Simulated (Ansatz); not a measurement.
# One shape, several levels: CCl3F (trichlorofluoromethane)

Wanted: a comparison of 6 runs (HF/6-31G*, B3LYP/6-31G*, PBE/6-31G*, SVWN5/6-31G*, revPBE/6-31G*, RPA@PBE/6-31G*) of CCl3F (trichlorofluoromethane). 

The results are computed with Ansatz 0.2.0.

51 further runs of the same task are left out: 2 that didn't finish, 49 set aside as unsound or not needed. Runs told in other sessions of the task aren't counted.

### Step 1. The system as given

The species is CCl3F (5 atoms), meant as a singlet with charge 0. SMILES: `FC(Cl)(Cl)Cl`. One bond was lengthened or shortened from a relaxed shape.

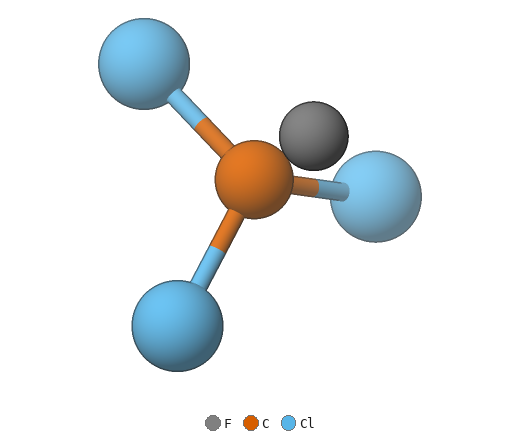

Viewed from a chosen angle; fluorine grey, carbon orange, chlorine blue.

### Step 2. The energy at HF/6-31G(d) (spherical functions) (run 1)

molecule.yaml reads:

```yaml
basis:
  gaussian:
    orbitals: 6-31G_st_-spherical.json
crystal:
  periodic: [false, false, false]
  atoms:
    - {symbol: F, position_ang: [1.041987, -0.937831, 0.774004]}
    - {symbol: C, position_ang: [0.044670, -0.040210, 0.033190]}
    - {symbol: Cl, position_ang: [-1.384510, 0.157610, 1.040990]}
    - {symbol: Cl, position_ang: [-0.379970, -0.814480, -1.489160]}
    - {symbol: Cl, position_ang: [0.807920, 1.517810, -0.262390]}
hamiltonian:
  xc: hf
accuracy: high
output: {orbitals: {seedname: orbitals}}
```

The basis set 6-31G* is read from a file made from the Basis Set Exchange's data (not shown).

The run is started by

```sh
$ ansatz run molecule.yaml --threads 1 --pin off --max-ram 3480MiB --events-out events.jsonl --progress --plain --runs-dir runs
```

Standard output:

```text
Warning: RAYON_NUM_THREADS=1 ignored (pool sized by the plan → 1); use --threads N
Functional definition: HF
  name "HF"
  exchange = exact_x
  correlation = 0
1770 factors; integrals over basis functions are off by at most 3.7e-9 eV
mean field evaluation 1: about -41238.4622 eV, gradient 4.5e1 eV
mean field evaluation 2: about -41238.5661 eV, gradient 4.5e1 eV
mean field evaluation 4: about -41243.6419 eV, gradient 3.2e0 eV
mean field evaluation 8: about -41243.7097 eV, gradient 3.0e-1 eV
mean field evaluation 16: about -41243.7101 eV, gradient 2.0e-8 eV
mean field -41243.71007377 eV, -1515.6783892203 hartree, gradient 2.0e-8 eV, S^2 0.000000; 0 other end points of the search recorded, 0 dependent functions left out
reference -41243.71007377 eV, -1515.6783892203 hartree; 33, 33 occupied and 49, 49 virtual orbitals, 1770 factors
Total energy: -41243.71007377 eV, -1515.6783892203 hartree
```

It took 2.7 s on 1 thread of Arm Neoverse V2, shared host; peak memory 0.24 GiB.

### Step 3. A single-point energy at B3LYP/6-31G(d) (spherical functions) (run 2)

job.yaml reads:

```yaml
crystal:
  periodic: [false, false, false]
  atoms:
    - {symbol: F, position_ang: [1.041987, -0.937831, 0.774004]}
    - {symbol: C, position_ang: [0.044670, -0.040210, 0.033190]}
    - {symbol: Cl, position_ang: [-1.384510, 0.157610, 1.040990]}
    - {symbol: Cl, position_ang: [-0.379970, -0.814480, -1.489160]}
    - {symbol: Cl, position_ang: [0.807920, 1.517810, -0.262390]}
basis:
  gaussian:
    orbitals: 6-31G_st_-spherical.json
hamiltonian:
  xc: {name: B3LYP}
accuracy: high
output: {orbitals: {seedname: orbitals}}
```

The basis set 6-31G* is read from a file made from the Basis Set Exchange's data (not shown).

The run is started by

```sh
$ ansatz run job.yaml --threads 1 --pin off --max-ram 3480MiB --events-out events.jsonl --progress --plain --runs-dir runs
```

Standard output:

```text
Warning: RAYON_NUM_THREADS=1 ignored (pool sized by the plan → 1); use --threads N
Functional definition: B3LYP
  name "B3LYP"
  parameter a0 = 0.2
  parameter ax = 0.72
  parameter ac = 0.81
  exchange = (1 - a0 - ax)*slater_x + ax*b88_x + a0*exact_x
  correlation = (1 - ac)*vwn_rpa_c + ac*lyp_c
1770 factors; integrals over basis functions are off by at most 3.7e-9 eV
mean field evaluation 1: about -41317.9138 eV, gradient 3.1e1 eV
mean field evaluation 2: about -41311.9931 eV, gradient 6.8e1 eV
mean field evaluation 4: about -41319.6739 eV, gradient 1.0e0 eV
mean field evaluation 8: about -41319.8138 eV, gradient 1.0e-1 eV
mean field evaluation 16: about -41319.8138 eV, gradient 1.7e-6 eV
mean field -41319.81384712 eV, -1518.4751513060 hartree, gradient 6.1e-8 eV, S^2 0.000000; 0 other end points of the search recorded, 0 dependent functions left out
reference -41319.81388167 eV, -1518.4751525755 hartree; 33, 33 occupied and 49, 49 virtual orbitals, 1770 factors
Total energy: -41319.81388167 eV, -1518.4751525755 hartree
```

Run time: 8.7 s. Hardware: 1 thread of Arm Neoverse V2, shared host; peak memory 0.29 GiB.

Runs 3 to 5 aren't shown in full; the table further down has their settings and results.

### Step 4. The energy at RPA@PBE/6-31G(d) (spherical functions) (run 6)

in.yaml reads:

```yaml
crystal:
  periodic: [false, false, false]
  atoms:
    - symbol: F
      position_ang: [1.041987, -0.937831, 0.774004]
    - symbol: C
      position_ang: [0.044670, -0.040210, 0.033190]
    - symbol: Cl
      position_ang: [-1.384510, 0.157610, 1.040990]
    - symbol: Cl
      position_ang: [-0.379970, -0.814480, -1.489160]
    - symbol: Cl
      position_ang: [0.807920, 1.517810, -0.262390]
basis:
  gaussian:
    orbitals: 6-31G_st_-spherical.json
correlation:
  method: rpa
  frozen_orbitals: {C: 1, Cl: 5, F: 1}
hamiltonian:
  xc: pbe
accuracy: high
```

The basis set 6-31G* is read from a file made from the Basis Set Exchange's data (not shown).

The run is started by

```sh
$ ansatz run in.yaml --threads 1 --pin off --max-ram 3480MiB --events-out events.jsonl --progress --plain --runs-dir runs
```

Standard output:

```text
Warning: RAYON_NUM_THREADS=1 ignored (pool sized by the plan → 1); use --threads N
Functional definition: PBE
  name "PBE"
  parameter kappa = 0.804
  parameter beta = 0.06672455060314922
  exchange = pbe_x(kappa = kappa, mu = beta*pi^2/3)
  correlation = pbe_c(beta = beta)
1770 factors; integrals over basis functions are off by at most 3.7e-9 eV
mean field evaluation 1: about -41298.9242 eV, gradient 2.5e1 eV
mean field evaluation 2: about -41298.9123 eV, gradient 2.5e1 eV
mean field evaluation 4: about -41299.8336 eV, gradient 5.6e0 eV
mean field evaluation 8: about -41299.9129 eV, gradient 3.2e-2 eV
mean field evaluation 16: about -41299.9126 eV, gradient 1.5e-5 eV
mean field -41299.91255215 eV, -1517.7437922052 hartree, gradient 6.6e-8 eV, S^2 0.000000; 0 other end points of the search recorded, 0 dependent functions left out
17 core orbitals not correlated: weight in the atoms' cores, before any rotation towards them, 1.000 or more for the frozen orbitals, at most 0.000 for the correlated occupied ones
reference -41242.49216750 eV, -1515.6336319903 hartree; 16, 16 occupied and 49, 49 virtual orbitals, 1770 factors
Total energy: -41271.87159036 eV, -1516.7133058664 hartree
```

It took 11 s on 1 thread of Arm Neoverse V2, shared host; peak memory 0.26 GiB.

### Step 5. The series

```csv
run,level,frozen core orbitals,energy (Eh),HOMO energy (eV),LUMO energy (eV),HOMO–LUMO gap (eV),wall time
1,HF/6-31G* (spherical functions),–,-1515.678389,-12.84,2.71,15.55,2.7 s
2,B3LYP/6-31G* (spherical functions),–,-1518.475153,-8.94,-1.63,7.31,8.7 s
3,PBE/6-31G* (spherical functions),–,-1517.743792,-7.75,-2.44,5.30,6.6 s
4,SVWN5/6-31G* (spherical functions),–,-1513.024434,-7.85,-2.58,5.27,4.2 s
5,revPBE/6-31G* (spherical functions),–,-1518.147771,-7.71,-2.38,5.33,6.6 s
6,RPA@PBE/6-31G* (spherical functions),17,-1516.713306,–,–,–,11 s
```

### Step 6. Results

| quantity | value |
| --- | --- |
| run 6: total energy | -1516.71331 Eh |
| run 6: RPA correlation energy (valence) | -1079.7 mEh |

**Reading.** Over runs 1, 2, 3, 4, 5 the HOMO–LUMO gap runs from 5.27 eV (SVWN5/6-31G*) to 15.55 eV (HF/6-31G*). Exact exchange widens orbital gaps. Totals of different functionals can't be ranked against each other. All runs together took 40 s, the longest 11 s.
